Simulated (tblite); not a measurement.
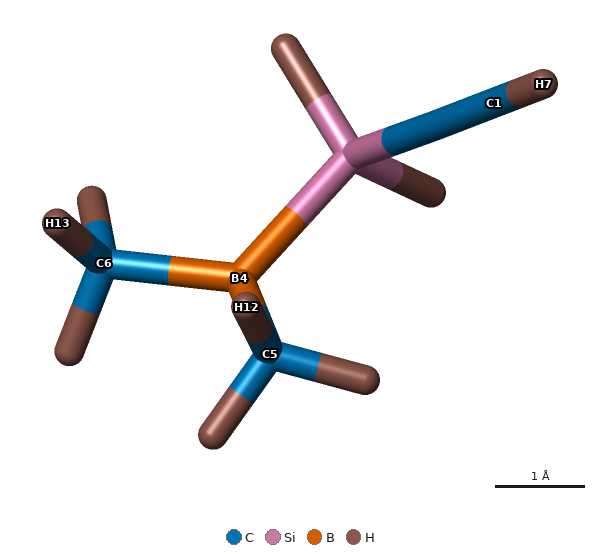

**Figure 1.** The starting structure (stick view, seen at a tilt; atoms are numbered from 1 in the order of the input).

## Geometry relaxation, with input and output: C4H9BSi (part 1 of 3)

- system: C4H9BSi
- method: GFN2-xTB geometry optimisation, gas phase (tblite 0.8.0)

It belongs to a series of runs on one base structure; here: H on Si replaced by BMe2.

### The program's output
```
step      E/eV     max force
  0    -434.99869    3.474
  1    -434.98816    8.392
  2    -435.27686    0.923
  3    -435.33007    0.698
  4    -435.38357    0.436
  5    -435.39834    0.301
  6    -435.42177    0.302
  7    -435.43165    0.347
  8    -435.44437    0.273
  9    -435.45372    0.251
 10    -435.46124    0.205
 11    -435.46509    0.122
 12    -435.46716    0.110
 13    -435.46857    0.102
 14    -435.47008    0.105
 15    -435.47166    0.108
 16    -435.47329    0.112
 17    -435.47523    0.131
 18    -435.47771    0.136
 19    -435.48034    0.119
 20    -435.48254    0.123
 21    -435.48430    0.113
 22    -435.48587    0.147
 23    -435.48733    0.124
 24    -435.48845    0.082
 25    -435.48915    0.053
 26    -435.48972    0.097
 27    -435.49041    0.130
 28    -435.49112    0.116
 29    -435.49166    0.063
 30    -435.49204    0.057
 31    -435.49246    0.062
 32    -435.49308    0.103
 33    -435.49382    0.106
 34    -435.49438    0.062
 35    -435.49469    0.043
 36    -435.49495    0.046
 37    -435.49532    0.071
 38    -435.49578    0.082
 39    -435.49617    0.056
 40    -435.49645    0.041
 41    -435.49672    0.054
 42    -435.49713    0.071
 43    -435.49772    0.081
 44    -435.49825    0.057
 45    -435.49852    0.039
 46    -435.49866    0.035
 47    -435.49880    0.035
 48    -435.49898    0.035
 49    -435.49916    0.031
 50    -435.49934    0.035
 51    -435.49954    0.045
 52    -435.49985    0.065
 53    -435.50029    0.068
 54    -435.50079    0.049
 55    -435.50123    0.050
 56    -435.50163    0.047
 57    -435.50211    0.076
 58    -435.50272    0.086
 59    -435.50325    0.109
 60    -435.50354    0.056
 61    -435.50387    0.041
 62    -435.50409    0.034
 63    -435.50435    0.032
 64    -435.50446    0.021
 65    -435.50454    0.021
 66    -435.50460    0.022
 67    -435.50471    0.027
 68    -435.50483    0.027
 69    -435.50492    0.016
 70    -435.50495    0.015
 71    -435.50497    0.013
 72    -435.50500    0.016
 73    -435.50504    0.016
 74    -435.50508    0.013
 75    -435.50512    0.015
 76    -435.50517    0.015
 77    -435.50524    0.028
 78    -435.50533    0.033
 79    -435.50540    0.024
 80    -435.50544    0.015
 81    -435.50548    0.020
 82    -435.50554    0.026
 83    -435.50567    0.043
 84    -435.50588    0.058
 85    -435.50616    0.061
 86    -435.50640    0.049
 87    -435.50653    0.031
 88    -435.50662    0.026
 89    -435.50669    0.022
 90    -435.50677    0.028
 91    -435.50688    0.038
 92    -435.50706    0.050
 93    -435.50734    0.056
 94    -435.50767    0.045
 95    -435.50804    0.055
 96    -435.50781    0.114
 97    -435.50850    0.105
 98    -435.50888    0.053
 99    -435.50911    0.047
100    -435.50959    0.055
101    -435.50976    0.043
102    -435.51001    0.036
103    -435.51032    0.031
104    -435.51045    0.028
105    -435.51062    0.024
106    -435.51075    0.018
107    -435.51081    0.028
108    -435.51085    0.018
109    -435.51087    0.020
110    -435.51090    0.020
111    -435.51099    0.022
112    -435.51105    0.017
113    -435.51110    0.021
114    -435.51114    0.017
115    -435.51116    0.015
116    -435.51120    0.017
117    -435.51126    0.014
118    -435.51130    0.016
119    -435.51134    0.013
120    -435.51136    0.019
121    -435.51138    0.013
122    -435.51142    0.010
123    -435.51146    0.012
124    -435.51148    0.009
```

### Trajectory as extended XYZ (Å, eV, eV/Å), 32 of the 125 frames kept, from step=0 to step=124
```
15
Properties=species:S:1:pos:R:3:forces:R:3 step=0 energy=-434.99869
C     3.0723   -0.9769    0.1459   -1.5370   1.5090  -0.4620
C     2.2218   -0.1349   -0.1181    2.5770  -2.2110   0.7320
Si    0.9922    1.1326   -0.5029   -0.9230   1.3420  -0.7640
B    -0.7434    0.2757   -0.5696    0.2390  -1.1810   1.3110
C    -0.7054   -1.3178   -0.7741   -1.0490   0.6890  -0.9680
C    -1.9719    0.8451    0.2563    0.3750   1.0720  -0.2780
H     3.7897   -1.7110    0.3810   -0.0400   0.0120  -0.0210
H     0.9780    2.1303    0.5890    0.2960   0.0440  -0.0520
H     1.3131    1.7948   -1.8018    0.2740  -0.0150   0.2870
H    -1.7479   -1.6024   -1.0765    0.9810  -0.3540   0.1490
H     0.0180   -1.5914   -1.5752   -0.5850  -0.2100   0.7740
H    -0.4811   -1.8272    0.1712    0.0690   0.1320  -0.5070
H    -2.0140    0.3669    1.2608   -0.2820   0.2650  -0.8810
H    -2.8821    0.6620   -0.3425    0.1210   0.1700   0.8070
H    -1.8437    1.9622    0.4290   -0.5160  -1.2640  -0.1280
15
Properties=species:S:1:pos:R:3:forces:R:3 step=4 energy=-435.38357
C     3.0702   -0.9754    0.1462   -0.1560   0.1850  -0.0530
C     2.2520   -0.1284   -0.1172    0.4240  -0.0930   0.0370
Si    0.9726    1.1644   -0.5254    0.1870   0.0040   0.1450
B    -0.7198    0.2271   -0.4749    0.1650   0.0140   0.1290
C    -0.7431   -1.2939   -0.7989   -0.2260  -0.0860  -0.1950
C    -1.9545    0.8612    0.2334   -0.0910   0.1750   0.0020
H     3.7905   -1.7149    0.3809   -0.1650   0.1330  -0.0490
H     1.0055    2.1405    0.5851    0.2490   0.1170  -0.0820
H     1.3403    1.8042   -1.7956    0.1670   0.0880   0.0020
H    -1.7256   -1.6466   -1.0835   -0.1730  -0.2720  -0.1190
H    -0.0157   -1.6093   -1.5372    0.0400  -0.0960  -0.1400
H    -0.4817   -1.8082    0.1192    0.0680  -0.1650   0.1930
H    -2.0372    0.3852    1.2048   -0.1520  -0.1190   0.1970
H    -2.8836    0.6757   -0.2887   -0.2820  -0.0360  -0.0180
H    -1.8742    1.9264    0.4242   -0.0560   0.1500  -0.0490
15
Properties=species:S:1:pos:R:3:forces:R:3 step=8 energy=-435.44437
C     3.0721   -0.9700    0.1457    0.0600   0.0150  -0.0010
C     2.2980   -0.0930   -0.1251    0.0660   0.1320  -0.0260
Si    1.0005    1.1713   -0.5101   -0.2030   0.0090  -0.0170
B    -0.7084    0.2116   -0.4335   -0.2240  -0.0200  -0.1540
C    -0.7710   -1.3154   -0.8141    0.0870  -0.0080   0.0920
C    -1.9742    0.8724    0.2370   -0.0240  -0.1250   0.0250
H     3.7766   -1.7100    0.3774    0.1200  -0.1630   0.0420
H     1.0672    2.1722    0.5710    0.1840   0.1250  -0.0140
H     1.3785    1.8197   -1.7850    0.0290  -0.0260   0.1090
H    -1.7482   -1.7048   -1.1059    0.1180   0.0500   0.0590
H    -0.0294   -1.6284   -1.5504   -0.1250   0.0290  -0.0130
H    -0.4808   -1.8236    0.1137   -0.0910  -0.0800  -0.1000
H    -2.0713    0.3832    1.2115   -0.0560   0.1360   0.0210
H    -2.9194    0.6772   -0.2739    0.1090   0.0260  -0.0110
H    -1.8947    1.9455    0.4142   -0.0510  -0.0990  -0.0120
15
Properties=species:S:1:pos:R:3:forces:R:3 step=12 energy=-435.46716
C     3.0840   -0.9636    0.1448    0.0480   0.0220  -0.0040
C     2.3331   -0.0644   -0.1298   -0.0430  -0.0260   0.0250
Si    0.9900    1.1730   -0.4993    0.0570  -0.0450   0.0490
B    -0.7295    0.2054   -0.4404    0.0940   0.0200   0.0530
C    -0.7756   -1.3255   -0.8125   -0.0180   0.0320  -0.0140
C    -1.9880    0.8650    0.2430   -0.0020  -0.0060  -0.0240
H     3.7790   -1.7220    0.3786   -0.0350   0.0590  -0.0270
H     1.1246    2.2037    0.5581    0.0350  -0.0220  -0.0640
H     1.3986    1.8223   -1.7633   -0.0410  -0.0300   0.0330
H    -1.7458   -1.7222   -1.1064   -0.0510   0.0570   0.0370
H    -0.0494   -1.6319   -1.5631    0.0150   0.0300  -0.0070
H    -0.4916   -1.8493    0.1045    0.0060  -0.0470  -0.0230
H    -2.0968    0.4004    1.2258   -0.0340   0.0360   0.0130
H    -2.9266    0.6778   -0.2748   -0.0290  -0.0490  -0.0360
H    -1.9102    1.9394    0.4071   -0.0020  -0.0320  -0.0110
15
Properties=species:S:1:pos:R:3:forces:R:3 step=16 energy=-435.47329
C     3.0969   -0.9536    0.1428    0.0170  -0.0270   0.0100
C     2.3340   -0.0645   -0.1237    0.0000  -0.0200   0.0180
Si    0.9954    1.1658   -0.4873   -0.0380   0.0510  -0.0200
B    -0.7209    0.2046   -0.4271   -0.0670  -0.0520   0.0730
C    -0.7779   -1.3219   -0.8122    0.0100  -0.0370   0.0230
C    -1.9926    0.8585    0.2391   -0.0180   0.0190   0.0320
H     3.7795   -1.7178    0.3741    0.0990  -0.0460   0.0070
H     1.1512    2.2103    0.5419    0.0210   0.0510   0.0630
H     1.3929    1.8143   -1.7501   -0.0220  -0.0160  -0.0650
H    -1.7557   -1.7080   -1.0969   -0.0160   0.0680  -0.0210
H    -0.0549   -1.6240   -1.5682   -0.0310   0.0210  -0.0290
H    -0.4939   -1.8672    0.0926    0.0230  -0.0020  -0.0040
H    -2.1125    0.4148    1.2306   -0.0130  -0.0400  -0.0170
H    -2.9297    0.6653   -0.2838    0.0550  -0.0380  -0.0160
H    -1.9163    1.9314    0.4007   -0.0210   0.0680  -0.0550
15
Properties=species:S:1:pos:R:3:forces:R:3 step=20 energy=-435.48254
C     3.1256   -0.9465    0.1432   -0.0590  -0.0210   0.0070
C     2.3355   -0.0745   -0.1063    0.0680  -0.0340   0.0060
Si    0.9985    1.1654   -0.4672    0.0220  -0.0360   0.0570
B    -0.7169    0.1931   -0.3821    0.0730   0.0940  -0.0310
C    -0.7823   -1.3227   -0.8059   -0.0220   0.0750   0.0290
C    -2.0046    0.8557    0.2415    0.0490  -0.0120  -0.0110
H     3.8083   -1.7169    0.3658    0.0460   0.0470  -0.0150
H     1.2021    2.2348    0.5318   -0.0260  -0.0040   0.0410
H     1.3727    1.7929   -1.7493   -0.0320  -0.0430  -0.0580
H    -1.7783   -1.6624   -1.0869    0.0470  -0.0620  -0.0320
H    -0.0748   -1.6021   -1.5865   -0.0840   0.0130   0.0030
H    -0.4896   -1.9027    0.0728   -0.0050  -0.0330  -0.0050
H    -2.1453    0.4281    1.2366   -0.0260   0.0170   0.0190
H    -2.9200    0.6305   -0.3063    0.0240   0.0290   0.0110
H    -1.9351    1.9352    0.3712   -0.0750  -0.0290  -0.0200
15
Properties=species:S:1:pos:R:3:forces:R:3 step=24 energy=-435.48845
C     3.1347   -0.9535    0.1467    0.0160  -0.0240   0.0060
C     2.3434   -0.0820   -0.0966    0.0220   0.0410  -0.0100
Si    1.0091    1.1632   -0.4496    0.0390   0.0180  -0.0190
B    -0.7055    0.1999   -0.3612   -0.0410  -0.0360  -0.0020
C    -0.7870   -1.3126   -0.7970    0.0030  -0.0360  -0.0310
C    -2.0045    0.8541    0.2427   -0.0390   0.0260   0.0000
H     3.8374   -1.7081    0.3584    0.0320   0.0050  -0.0030
H     1.2216    2.2454    0.5365   -0.0130  -0.0340  -0.0010
H     1.3518    1.7682   -1.7586   -0.0200  -0.0630   0.0490
H    -1.7827   -1.6461   -1.0860   -0.0200  -0.0110   0.0390
H    -0.1005   -1.5850   -1.5965    0.0360   0.0280  -0.0180
H    -0.4884   -1.9243    0.0593   -0.0160   0.0410  -0.0180
H    -2.1659    0.4385    1.2408    0.0190   0.0350  -0.0120
H    -2.9075    0.6148   -0.3181   -0.0060  -0.0200  -0.0190
H    -1.9602    1.9355    0.3518   -0.0120   0.0300   0.0370
15
Properties=species:S:1:pos:R:3:forces:R:3 step=28 energy=-435.49112
C     3.1439   -0.9577    0.1487    0.0300   0.0300  -0.0090
C     2.3590   -0.0790   -0.0921    0.0310  -0.0200   0.0090
Si    1.0163    1.1584   -0.4379   -0.0740  -0.0800   0.0410
B    -0.7064    0.1985   -0.3490    0.0000   0.0240   0.0090
C    -0.7910   -1.3111   -0.7996   -0.0200   0.0430  -0.0020
C    -2.0118    0.8579    0.2414    0.0150   0.0030  -0.0160
H     3.8600   -1.7021    0.3533    0.0040  -0.0010   0.0000
H     1.2349    2.2461    0.5376   -0.0080  -0.0110   0.0120
H     1.3382    1.7417   -1.7549    0.0160  -0.0020  -0.0360
H    -1.7911   -1.6408   -1.0772   -0.0050  -0.0120  -0.0190
H    -0.1078   -1.5694   -1.6073   -0.0090   0.0030   0.0040
H    -0.4901   -1.9307    0.0481    0.0370   0.0140   0.0090
H    -2.1762    0.4537    1.2427    0.0000  -0.0070   0.0010
H    -2.9044    0.6015   -0.3288   -0.0210   0.0190   0.0170
H    -1.9780    1.9410    0.3476    0.0040  -0.0020  -0.0210
15
Properties=species:S:1:pos:R:3:forces:R:3 step=32 energy=-435.49308
C     3.1567   -0.9572    0.1487    0.0480   0.0070  -0.0010
C     2.3707   -0.0792   -0.0893   -0.0420   0.0020   0.0050
Si    1.0116    1.1432   -0.4287    0.0740   0.0600  -0.0380
B    -0.7113    0.2010   -0.3448   -0.0290  -0.0220  -0.0200
C    -0.7962   -1.3043   -0.8020    0.0090  -0.0420   0.0110
C    -2.0149    0.8630    0.2384   -0.0390  -0.0030   0.0180
H     3.8756   -1.6988    0.3510    0.0200  -0.0070   0.0010
H     1.2302    2.2360    0.5436   -0.0050  -0.0250  -0.0100
H     1.3318    1.7211   -1.7563   -0.0090  -0.0300   0.0600
H    -1.7945   -1.6434   -1.0765    0.0110   0.0020  -0.0060
H    -0.1120   -1.5588   -1.6107   -0.0260   0.0120  -0.0040
H    -0.4824   -1.9220    0.0440    0.0080   0.0160  -0.0080
H    -2.1764    0.4597    1.2411   -0.0070   0.0020   0.0010
H    -2.9077    0.6016   -0.3291   -0.0260   0.0230   0.0150
H    -1.9854    1.9460    0.3432    0.0150   0.0050  -0.0250
15
Properties=species:S:1:pos:R:3:forces:R:3 step=36 energy=-435.49495
C     3.1853   -0.9494    0.1474   -0.0030  -0.0020   0.0030
C     2.3825   -0.0834   -0.0805   -0.0150  -0.0360   0.0120
Si    1.0159    1.1312   -0.4158   -0.0270  -0.0190   0.0170
B    -0.7189    0.2005   -0.3355    0.0100   0.0050  -0.0060
C    -0.8031   -1.3014   -0.8022    0.0030   0.0080  -0.0140
C    -2.0270    0.8665    0.2371    0.0120   0.0020  -0.0160
H     3.9019   -1.6949    0.3462    0.0260   0.0220  -0.0060
H     1.2403    2.2283    0.5451    0.0010   0.0140   0.0220
H     1.3226    1.6903   -1.7476    0.0220   0.0240  -0.0330
H    -1.8013   -1.6409   -1.0745   -0.0020  -0.0220   0.0260
H    -0.1276   -1.5411   -1.6213    0.0070  -0.0060  -0.0240
H    -0.4720   -1.9214    0.0342   -0.0110  -0.0200   0.0010
H    -2.1885    0.4722    1.2434   -0.0090   0.0220  -0.0020
H    -2.9183    0.6003   -0.3302   -0.0220   0.0110   0.0160
H    -1.9962    1.9511    0.3265    0.0080  -0.0030   0.0040
15
Properties=species:S:1:pos:R:3:forces:R:3 step=40 energy=-435.49645
C     3.2032   -0.9458    0.1479   -0.0240  -0.0100   0.0050
C     2.3796   -0.0974   -0.0722   -0.0160   0.0050   0.0010
Si    1.0152    1.1229   -0.4093   -0.0070  -0.0160  -0.0020
B    -0.7252    0.2001   -0.3374   -0.0170  -0.0010  -0.0010
C    -0.8052   -1.3013   -0.8065   -0.0170  -0.0040   0.0070
C    -2.0333    0.8705    0.2324   -0.0040   0.0150   0.0110
H     3.9281   -1.6851    0.3420    0.0120   0.0380  -0.0080
H     1.2386    2.2208    0.5546    0.0030  -0.0160  -0.0110
H     1.3248    1.6772   -1.7468    0.0160   0.0090   0.0300
H    -1.8033   -1.6505   -1.0661   -0.0100  -0.0020  -0.0100
H    -0.1349   -1.5329   -1.6334   -0.0160  -0.0200   0.0160
H    -0.4671   -1.9201    0.0285    0.0290  -0.0120  -0.0210
H    -2.1941    0.4860    1.2426    0.0180   0.0030   0.0110
H    -2.9345    0.6088   -0.3222    0.0230  -0.0040  -0.0180
H    -1.9963    1.9550    0.3183    0.0080   0.0140  -0.0080
15
Properties=species:S:1:pos:R:3:forces:R:3 step=44 energy=-435.49825
C     3.2152   -0.9441    0.1501   -0.0130   0.0260  -0.0070
C     2.3714   -0.1137   -0.0613    0.0090  -0.0020  -0.0010
Si    1.0092    1.1062   -0.4005    0.0000   0.0520  -0.0240
B    -0.7380    0.1989   -0.3390    0.0080  -0.0360   0.0010
C    -0.8146   -1.3028   -0.8095    0.0100  -0.0410   0.0090
C    -2.0409    0.8805    0.2299    0.0160  -0.0160  -0.0030
H     3.9671   -1.6577    0.3333    0.0080  -0.0070   0.0070
H     1.2386    2.2052    0.5621   -0.0060  -0.0280  -0.0090
H     1.3348    1.6646   -1.7346    0.0000  -0.0090   0.0460
H    -1.8109   -1.6642   -1.0588   -0.0120   0.0060   0.0090
H    -0.1511   -1.5297   -1.6435   -0.0260   0.0210  -0.0180
H    -0.4503   -1.9242    0.0133   -0.0170   0.0130   0.0050
H    -2.1948    0.5056    1.2454    0.0070   0.0150  -0.0120
H    -2.9456    0.6177   -0.3189    0.0230   0.0040   0.0020
H    -1.9944    1.9656    0.3046   -0.0070   0.0020  -0.0050
15
Properties=species:S:1:pos:R:3:forces:R:3 step=48 energy=-435.49898
C     3.2232   -0.9399    0.1502    0.0190  -0.0030   0.0010
C     2.3700   -0.1181   -0.0562    0.0040   0.0160  -0.0080
Si    1.0078    1.1029   -0.3951    0.0030  -0.0330   0.0120
B    -0.7385    0.1933   -0.3333    0.0020   0.0120   0.0010
C    -0.8187   -1.3066   -0.8091   -0.0160   0.0160  -0.0030
C    -2.0413    0.8814    0.2279    0.0030   0.0090  -0.0020
H     3.9833   -1.6469    0.3299   -0.0190   0.0100   0.0030
H     1.2459    2.2003    0.5627   -0.0130   0.0060   0.0270
H     1.3362    1.6572   -1.7252    0.0070   0.0170  -0.0230
H    -1.8183   -1.6632   -1.0523   -0.0070  -0.0080   0.0120
H    -0.1648   -1.5224   -1.6533   -0.0150  -0.0070  -0.0080
H    -0.4473   -1.9314    0.0065   -0.0010  -0.0140   0.0030
H    -2.1995    0.5178    1.2461    0.0090  -0.0060   0.0060
H    -2.9445    0.6159   -0.3209    0.0050  -0.0120  -0.0080
H    -1.9979    1.9676    0.2945    0.0180  -0.0040  -0.0140
15
Properties=species:S:1:pos:R:3:forces:R:3 step=52 energy=-435.49985
C     3.2337   -0.9326    0.1498   -0.0020   0.0160   0.0000
C     2.3694   -0.1221   -0.0539    0.0290  -0.0040   0.0000
Si    1.0046    1.0920   -0.3909    0.0140   0.0600  -0.0200
B    -0.7427    0.1887   -0.3359   -0.0030  -0.0010  -0.0080
C    -0.8286   -1.3109   -0.8103    0.0040  -0.0090   0.0030
C    -2.0388    0.8869    0.2242   -0.0150  -0.0130  -0.0020
H     4.0015   -1.6289    0.3288    0.0230  -0.0350   0.0120
H     1.2346    2.1840    0.5785   -0.0150  -0.0120   0.0010
H     1.3461    1.6558   -1.7173   -0.0160   0.0020   0.0220
H    -1.8284   -1.6755   -1.0407   -0.0140   0.0150   0.0240
H    -0.1876   -1.5188   -1.6670   -0.0080  -0.0270   0.0210
H    -0.4414   -1.9339    0.0011   -0.0010   0.0000  -0.0480
H    -2.1928    0.5307    1.2462    0.0030   0.0130  -0.0060
H    -2.9442    0.6195   -0.3196   -0.0110  -0.0100  -0.0020
H    -1.9899    1.9731    0.2794    0.0130   0.0040   0.0010
15
Properties=species:S:1:pos:R:3:forces:R:3 step=56 energy=-435.50163
C     3.2655   -0.9145    0.1501   -0.0010  -0.0220   0.0140
C     2.3827   -0.1229   -0.0489    0.0230   0.0080   0.0000
Si    1.0070    1.0834   -0.3786    0.0010  -0.0430   0.0190
B    -0.7435    0.1789   -0.3302    0.0150  -0.0130  -0.0230
C    -0.8504   -1.3175   -0.8104    0.0050  -0.0180  -0.0040
C    -2.0377    0.8910    0.2153    0.0220   0.0050  -0.0120
H     4.0395   -1.6057    0.3295   -0.0020   0.0050  -0.0030
H     1.2260    2.1621    0.6071   -0.0110   0.0060  -0.0050
H     1.3530    1.6534   -1.6983   -0.0190   0.0320  -0.0060
H    -1.8589   -1.6801   -1.0044   -0.0130   0.0410   0.0000
H    -0.2437   -1.5154   -1.6932   -0.0020  -0.0260  -0.0120
H    -0.4341   -1.9560   -0.0287    0.0390  -0.0090   0.0140
H    -2.1908    0.5642    1.2470   -0.0090   0.0070  -0.0150
H    -2.9409    0.6089   -0.3257   -0.0110   0.0290   0.0330
H    -1.9780    1.9780    0.2420   -0.0370  -0.0030   0.0000
15
Properties=species:S:1:pos:R:3:forces:R:3 step=60 energy=-435.50354
C     3.3048   -0.8973    0.1550   -0.0300   0.0020   0.0030
C     2.4048   -0.1242   -0.0425    0.0400  -0.0250   0.0130
Si    1.0091    1.0614   -0.3624    0.0050  -0.0120  -0.0130
B    -0.7448    0.1628   -0.3372   -0.0070   0.0100   0.0330
C    -0.8764   -1.3331   -0.8125    0.0380  -0.0010  -0.0070
C    -2.0307    0.8996    0.1992   -0.0260   0.0220   0.0030
H     4.0939   -1.5725    0.3304   -0.0090   0.0090  -0.0030
H     1.1999    2.1261    0.6461    0.0010  -0.0030  -0.0180
H     1.3592    1.6614   -1.6703   -0.0270   0.0170   0.0270
H    -1.8992   -1.6814   -0.9561    0.0530  -0.0130   0.0140
H    -0.3187   -1.5236   -1.7299   -0.0340  -0.0100  -0.0080
H    -0.4102   -1.9803   -0.0648   -0.0370   0.0150  -0.0120
H    -2.1832    0.6103    1.2423    0.0400  -0.0170  -0.0050
H    -2.9448    0.6120   -0.3191   -0.0110   0.0000  -0.0170
H    -1.9682    1.9868    0.1942    0.0050   0.0060  -0.0100
```
